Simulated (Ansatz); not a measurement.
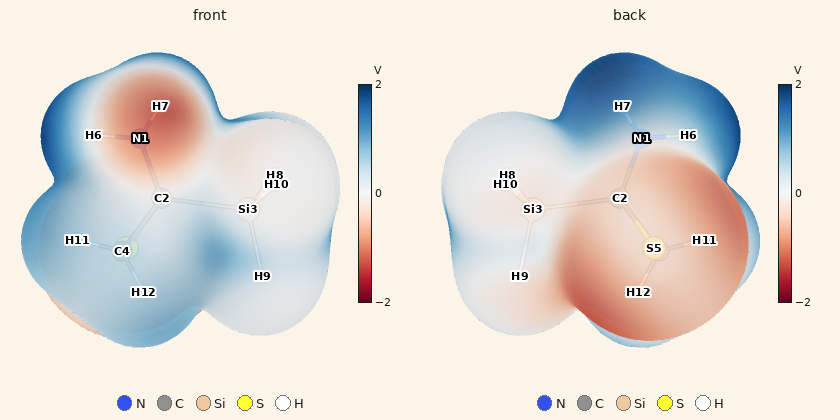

C2H7NSSi (SMILES NC1([SiH3])CS1). The electrostatic potential painted on the density surface at 0.002 e/bohr³, seen from the front and from behind; red is negative and blue positive.

These are results of RKS r2SCAN-D4/def2-SVP in Ansatz 0.2.0, not measurements.

Input file:

```
crystal:
  periodic: [false, false, false]
  atoms:
    - { symbol: "N", position_ang: [-0.4925, 1.5346, 0.302] }
    - { symbol: C, position_ang: [-0.1961, 0.207, -0.1273] }
    - { symbol: Si, position_ang: [1.3771, -0.5643, 0.5909] }
    - { symbol: C, position_ang: [-1.2095, -0.7524, -0.4876] }
    - { symbol: S, position_ang: [-0.4384, -0.0639, -1.8339] }
    - { symbol: H, position_ang: [-1.3296, 1.9244, -0.2705] }
    - { symbol: H, position_ang: [0.2475, 2.2183, 0.0521] }
    - { symbol: H, position_ang: [2.59953, 0.24171, 0.34806] }
    - { symbol: H, position_ang: [1.61313, -1.97775, 0.03013] }
    - { symbol: H, position_ang: [1.26449, -0.74509, 2.08434] }
    - { symbol: H, position_ang: [-2.3254, -0.4538, -0.3397] }
    - { symbol: H, position_ang: [-1.1184, -1.8214, -0.3396] }
basis:
  gaussian: { orbitals: def2-SVP }
hamiltonian:
  xc: r2scan
  dispersion: d4
relax:
  f_tol: 0.015
  max_steps: 40
output:
  orbitals: {}
```

Command:

```sh
ansatz run input.yaml --threads 2 --pin off --max-ram 3072MiB --backend cpu --events-out ev --progress --plain --runs-dir out
```

The fields are those of the relaxed geometry.

Describe the electrostatic potential map.

Answer. The most negative region (about −1.2 V) lies over N1 and S5, the most positive (about +1.8 V) over H6 and H7.
